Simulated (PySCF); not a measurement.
**C₄H₉NOSi (SMILES C=N[C@H]1CC[SiH2]O1): density, localisation and related maps**

```xyz
16

C     1.9179    0.8655    0.8489
N     1.4772   -0.3125    0.7332
C     0.5401   -0.6269   -0.3116
C    -0.7310   -1.2352    0.3083
C    -1.6418   -0.0799    0.7485
Si   -1.3104    1.1526   -0.6390
O     0.1584    0.4679   -1.1206
H     1.6302    1.6874    0.1701
H     2.6318    1.0900    1.6541
H     1.0413   -1.3674   -0.9588
H    -1.2365   -1.8366   -0.4644
H    -0.4575   -1.9082    1.1336
H    -1.3116    0.3391    1.7128
H    -2.6909   -0.3886    0.8594
H    -2.2898    1.1104   -1.7648
H    -1.1247    2.5722   -0.2153
```

Geometry: PBE0-D3(BJ)/def2-SVP.

These are results of wB97X-D/def2-SVPD, SCF density, gas phase (PySCF 2.14.0), not measurements.

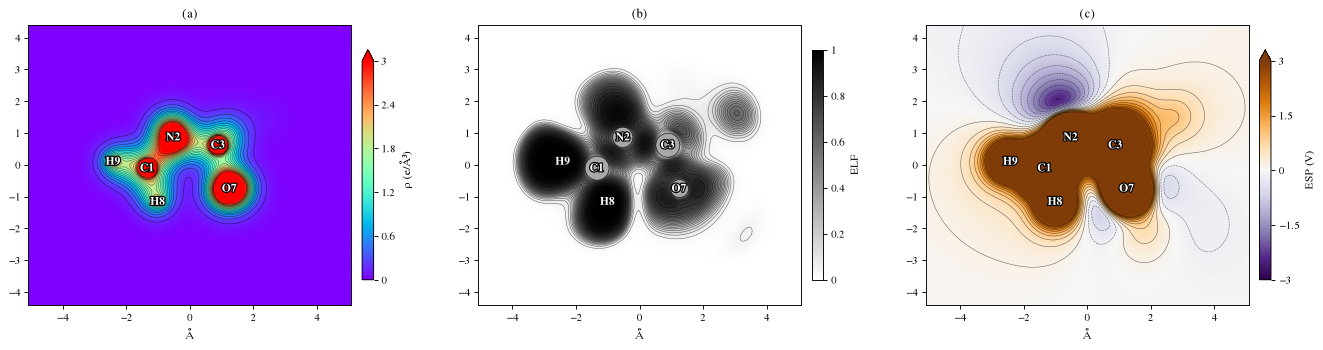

Figure 1. (a) total electron density; (b) electron localisation function; (c) molecular electrostatic potential on the plane of atoms C1, N2 and C3. Grey discs cover the atomic cores in the ELF map.

Read the bonding off the picture.

- Atoms in the plane: C, N, O and H.
- C–N (1.26 Å): the density is about 2.8 e/Å³ at the midpoint; the ELF peaks at about 0.90 between the atoms: a short, multiple covalent bond.
- C–O (1.41 Å): ρ at the midpoint is about 2 e/Å³, with its minimum of 1.7 e/Å³ about 0.5 Å from C; the ELF peaks at about 0.90 between the atoms, as expected for a polar covalent bond.
- C–H (1.10 Å): ρ at the midpoint is about 2 e/Å³; the ELF climbs to about 1 towards the hydrogen, as it does in any bond to H (an ordinary covalent bond to hydrogen).
- C–N (1.44 Å): ρ at the midpoint is about 2 e/Å³; the ELF peaks at about 0.95 between the atoms: localised, covalent bonding.
- The ELF also peaks beside O7 and N2, away from the bonds: lone-pair regions.
- Outside the dense part of the molecule the potential is most negative (−2.4 V) near N2.

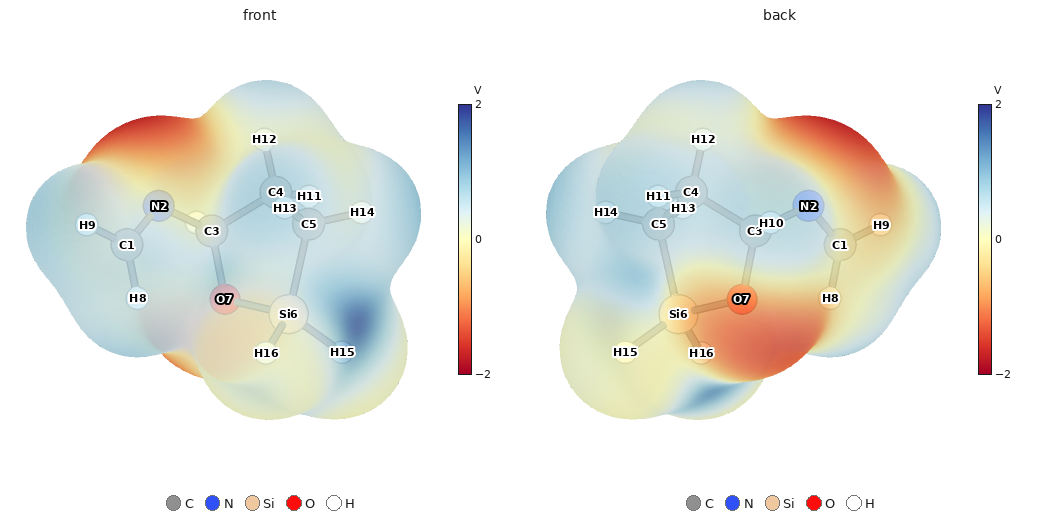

Figure 2. The electrostatic potential painted on the density surface at 0.002 e/bohr³, seen from the front and from behind; the colour scale runs from red (negative) to blue (positive).

Which sites attract a positive test charge, and which a negative one?

A positive charge is drawn to the negative regions and a negative charge to the positive ones. The most negative region (about −1.6 V) lies over N2, the most positive (about +1.5 V) over Si6. N2 is the likeliest acceptor of a hydrogen bond.
